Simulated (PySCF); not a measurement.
C2H4, SMILES C=C, singlet, CAM-B3LYP/def2-SVP optimised geometry. Atoms within 1.6 Å of the plane z = 1.0 Å (x, y, z in Å): C1 (0.66, 0.00, 0.00), C2 (-0.66, 0.00, 0.00), H3 (1.24, 0.93, 0.00), H4 (1.24, -0.93, 0.00), H5 (-1.24, -0.93, 0.00), H6 (-1.24, 0.93, 0.00).

Method: PySCF with CAM-B3LYP/def2-TZVP.

Map of the electrostatic potential (hartree/e), clipped to [-0.08, 0.12] on the plane z = 1.0 Å:

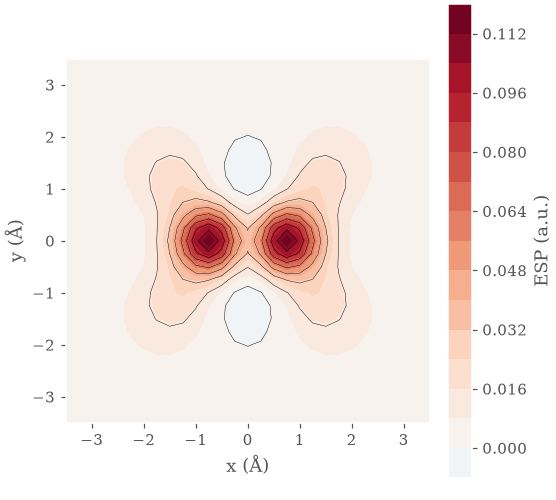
*Electrostatic potential (hartree/e), clipped to [-0.08, 0.12] on the plane z = 1.0 Å.*
